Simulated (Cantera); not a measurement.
Input: 1 mol TiO2, 5 mol HCl, 34 mol H2, at 300 Pa.

These are equilibrium values from Cantera (NASA tables, ideal gas, pure condensed phases), not measurements of a reactor. Candidate condensed phases: H2O, Ti, TiCl2, TiCl3, TiCl4, TiO, TiO2, Ti2O3, Ti3O5, Ti4O7; 23 gas species. Mutual solubility and eutectic melting of coexisting phases are not modelled. Condensed phases not in the tables: Magnéli phases beyond Ti4O7. The numbers say what is thermodynamically allowed, not how fast it happens.

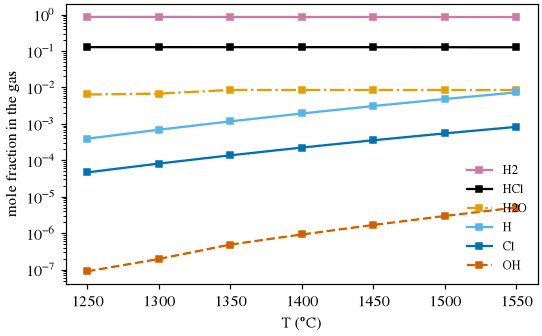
Equilibrium gas composition (values under 1e-9 drawn at 1e-9)

At 1250 °C the condensed part is Ti4O7(s). At 1300 °C the condensed part is Ti3O5(s) + Ti4O7(s). From 1350 °C to 1550 °C the condensed part is Ti3O5(s).
